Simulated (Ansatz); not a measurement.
PtPb$_{3}$S$_{4}$

```
Pt Pb S
1.0
     8.25259    0.00000    0.00000
     0.00000   11.28176    0.00000
     0.00000    0.00000    3.87931
Pt Pb S
2 6 8
Direct
  0.00000 0.50000 0.00000
  0.50000 0.00000 0.00000
  0.25000 0.25000 0.50000
  0.75000 0.75000 0.50000
  0.25000 0.75000 0.50000
  0.75000 0.25000 0.50000
  0.00000 0.00000 0.00000
  0.50000 0.50000 0.00000
  0.00000 0.72269 0.00000
  0.50000 0.22269 0.00000
  0.19361 0.50000 0.50000
  0.69361 0.00000 0.50000
  0.30639 0.00000 0.50000
  0.80639 0.50000 0.50000
  0.00000 0.27731 0.00000
  0.50000 0.77731 0.00000
```

Space group Cmmm; a structure from a database of computed crystals, not necessarily the ambient phase; started from the CaCd3O4-65 prototype, which need not be the ambient phase.

Theory: DFT, PBEsol, plane waves, PAW in Ansatz 0.2.0.

Question: What will maps of the valence pseudo-density and electron localisation function show?

Answer: Pt–S (2.51 Å): ρ is about 0.51 e/Å³ halfway; the ELF peaks at about 0.85 in the valence shell of S, 0.8 Å from its nucleus, and is about 0.35 at the midpoint.
Pb–S (3.19 Å): ρ is about 0.15 e/Å³ halfway; the ELF is about 0.20 at the midpoint: no localised pair shows between them.

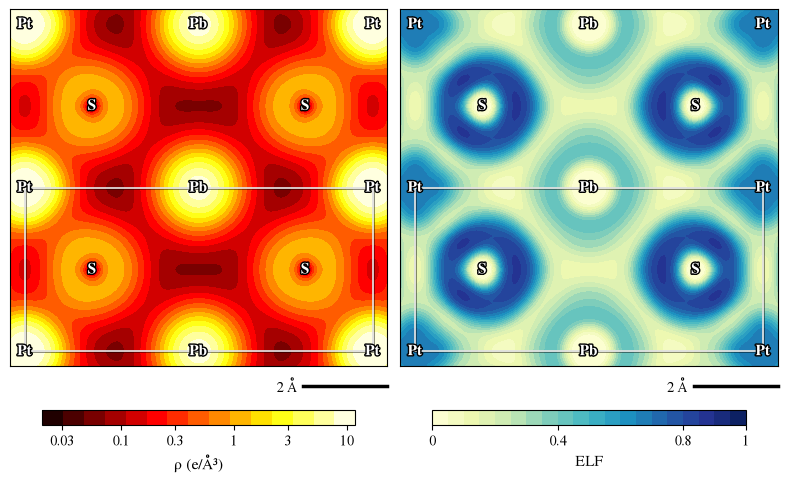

Computed valence pseudo-density and electron localisation function on the (010) plane of the conventional cell, in this order. 

In a PAW calculation such maps are meaningful between the atoms, not at the nuclei.
